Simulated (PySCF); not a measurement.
**C2H8FNSi2: excited-state calculation**

System: C2H8FNSi2, SMILES C=C[SiH2][Si@H](N)F.
Method: TDDFT PBE0/def2-SVPD, vertical, gas phase, core orbitals frozen in the response (PySCF 2.14.0).

The geometry comes from this level: GFN2-xTB.

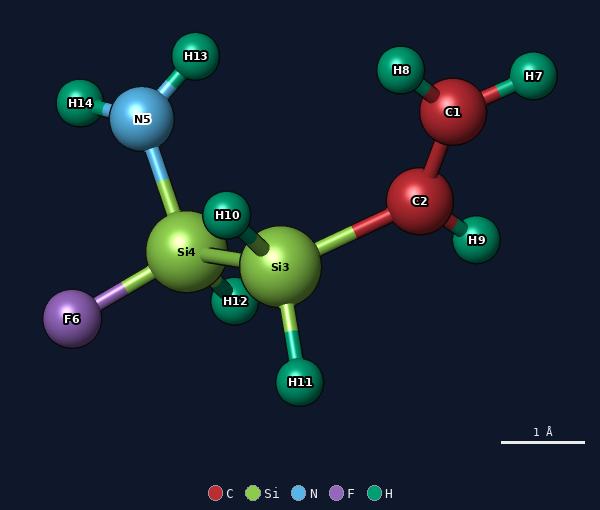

*The structure (ball-and-stick view, seen at a tilt; atoms are numbered from 1 in the order of the input).*

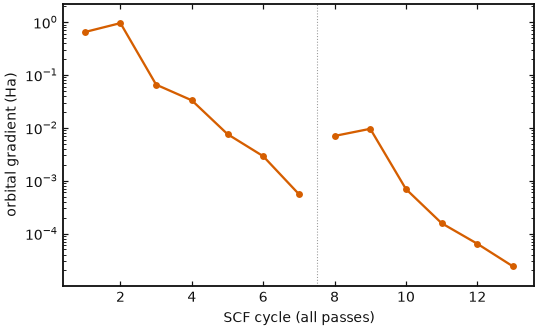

*Convergence of the self-consistent field: orbital gradient against the SCF cycle. The dotted line marks the change from a coarse to the final integration grid.*

The first 7 cycles use a coarse grid, the final grid takes over at cycle 8, and the field converges after 13 cycles in all.

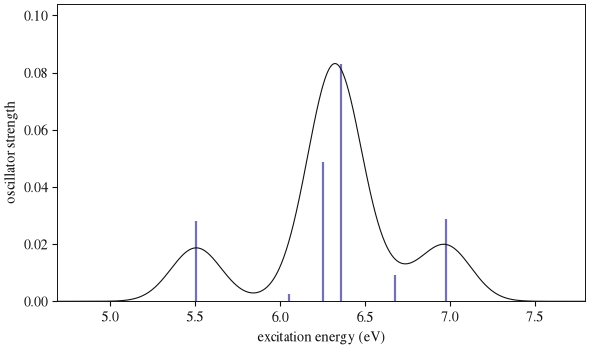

*Computed excitations as sticks (degenerate states added up, dark ones marked on the axis), with a Gaussian envelope of 0.35 eV full width at half maximum, scaled to the tallest.*

Of the 6 states the lowest lies at 5.51 eV (f = 0.028); the strongest line is at 6.36 eV, or 195 nm (f = 0.083).

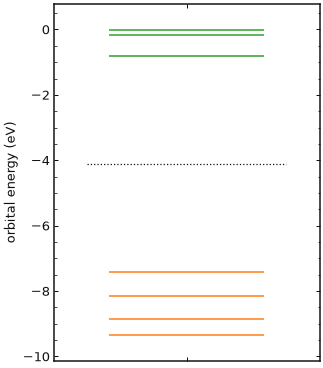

*Orbital energies near the frontier; the dotted line parts filled from empty levels, and levels within 0.02 eV of each other stand side by side.*

Highest filled −7.41 eV, lowest empty −0.81 eV, 6.60 eV apart.

These pictures come from the run below.

Input
```
{"job": {"kind": "uv", "xc": "PBE0", "basis": "def2-SVPD", "nstates": 6, "ntriplets": 2}, "charge": 0, "multiplicity": 1}
C      2.187003     1.409699     0.279136
C      1.734253     0.240524    -0.144648
Si     0.514941    -0.850107     0.790611
Si    -1.450371    -0.961256    -0.399987
N     -2.310164     0.516638    -0.226273
F     -2.460226    -2.018952     0.290869
H      2.878304     2.015326    -0.288394
H      1.883821     1.817492     1.230063
H      2.078888    -0.119066    -1.108457
H      0.391127    -0.310785     2.152903
H      1.143004    -2.176905     0.916752
H     -1.413480    -1.491331    -1.769533
H     -1.879183     1.386921    -0.484358
H     -3.298595     0.541330    -0.420776
```

The first line tells a small driver script what to run in PySCF; the rest is the geometry in Å.

Command:
```bash
OMP_NUM_THREADS=1 python <driver script> task.json out
```

Log
```
coarse grid: 12528 points
cycle   1  E = -813.6355826723  dE =  3.580e-01  |g| = 6.474e-01  |ddm| = 4.733e+00
cycle   2  E = -813.5461866440  dE =  8.940e-02  |g| = 9.564e-01  |ddm| = 1.778e+00
cycle   3  E = -813.7219388123  dE = -1.758e-01  |g| = 6.553e-02  |ddm| = 9.837e-01
cycle   4  E = -813.7225979339  dE = -6.591e-04  |g| = 3.306e-02  |ddm| = 1.104e-01
cycle   5  E = -813.7228479364  dE = -2.500e-04  |g| = 7.592e-03  |ddm| = 4.746e-02
cycle   6  E = -813.7228607442  dE = -1.281e-05  |g| = 2.902e-03  |ddm| = 1.180e-02
cycle   7  E = -813.7228629252  dE = -2.181e-06  |g| = 5.565e-04  |ddm| = 4.323e-03
final grid: 111840 points
cycle   8  E = -813.8209428150  dE = -1.551e-05  |g| = 7.012e-03  |ddm| = 6.100e-02
cycle   9  E = -813.8209330279  dE =  9.787e-06  |g| = 9.576e-03  |ddm| = 1.993e-02
cycle  10  E = -813.8209549360  dE = -2.191e-05  |g| = 6.933e-04  |ddm| = 1.112e-02
cycle  11  E = -813.8209550524  dE = -1.164e-07  |g| = 1.567e-04  |ddm| = 1.036e-03
cycle  12  E = -813.8209550577  dE = -5.266e-09  |g| = 6.401e-05  |ddm| = 2.838e-04
cycle  13  E = -813.8209550586  dE = -9.225e-10  |g| = 2.384e-05  |ddm| = 1.017e-04
converged SCF energy = -813.8209550586

Static polarisability (au): isotropic 87.171, principal 75.968 81.280 104.264

Singlet excitations
state   eV       nm        f      main configurations
  1   5.5071    225.1   0.02819   H->L 0.89
  2   6.0517    204.9   0.00258   H->L+2 0.69, H->L+1 0.25
  3   6.2544    198.2   0.04872   H->L+1 0.60, H->L+2 0.24
  4   6.3605    194.9   0.08319   H-1->L 0.63, H-1->L+1 0.19
  5   6.6778    185.7   0.00911   H-2->L 0.65, H-3->L 0.14
  6   6.9781    177.7   0.02877   H-1->L+2 0.68, H-1->L+1 0.19

Triplet excitations (Tamm-Dancoff, eV): 4.2183 5.0789
```

Key numbers

| quantity | value |
| --- | --- |
| outcome | converged |
| total energy | −813.820955 hartree |
| HOMO | −7.41 eV |
| LUMO | −0.81 eV |
| dipole moment | 2.77 D |
| mean polarisability | 87.17 a.u. |
| lowest singlet excitation | 5.51 eV |
| hardware | 1 CPU thread, shared host |
| wall time | 31 s |
| peak memory | 0.81 GiB |
